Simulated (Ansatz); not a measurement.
Two G0W0 runs on PbO (Massicot).

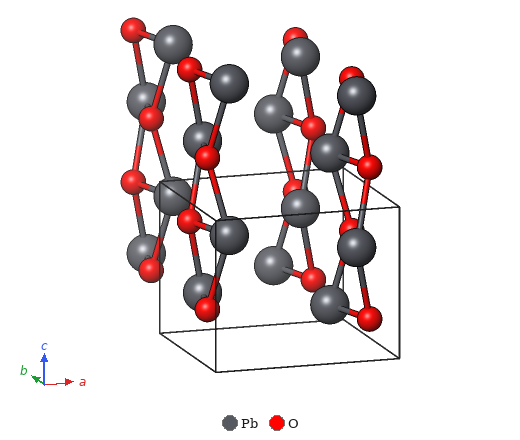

The structure (lead dark grey, oxygen red). 1×2×2 cells are drawn.

```
Pb O
1.0
     5.89310    0.00000    0.00000
     0.00000    5.49040    0.00000
     0.00000    0.00000    4.75280
Pb O
4 4
Direct
  0.22970 0.98840 0.25000
  0.77030 0.01160 0.75000
  0.22970 0.51160 0.75000
  0.77030 0.48840 0.25000
  0.86530 0.09170 0.25000
  0.13470 0.90830 0.75000
  0.86530 0.40830 0.75000
  0.13470 0.59170 0.25000
```

The cell and positions come from the Crystallography Open Database and are kept as given unless a step says otherwise. Spin-orbit coupling is left out unless a run names it.

The first (Ansatz 0.2.0; start r2SCAN, 4×4×4 mesh, 987 empty bands, screening to 200 eV, PAW set soft_1 files; 1 × NVIDIA H100 80GB HBM3 (shared by 6 runs) with 2 threads of AMD EPYC 7R13 (Zen 3), shared host) gave, on its mesh: starting gap 2.80 eV, G0W0 gap 3.33 eV, RPA ε∞ (mean) 5.49, 4.2 min.

The second changes empty bands from 987 to 162 and screening cutoff (eV) from 200.0 to 60. What does it give?

It gave: starting gap 2.80 eV, G0W0 gap 3.08 eV, RPA ε∞ (mean) 5.58, 54 s. The G0W0 gap moves by −0.25 eV, +0.00 eV from the start and −0.25 eV from the correction. Σc changes by +0.55 eV at the valence top and +0.30 eV at the conduction bottom, and Σx − Vxc between them by +0.00 eV.

Limits: not at the basis limit; no spin-orbit coupling.

[Paths, hosts, dates, memory and timing lines, banners, echoed tables and standing remarks are left out of the program output.]

[Logs are printed without paths, hosts, clocks, repeated set-up lines and the standing remarks that a program may print on its own settings, such as how far it seeks lower states.]

[Runs of the session that timed out or met a known fault of the program may be left out.]

[Cells called generated may have been cut or substituted from an entry of the Crystallography Open Database or the Materials Project.]

[Hosts, paths, dates, database ids (printed as entryN), source tags and the programs' standing remarks are cut or masked in the printed files.]
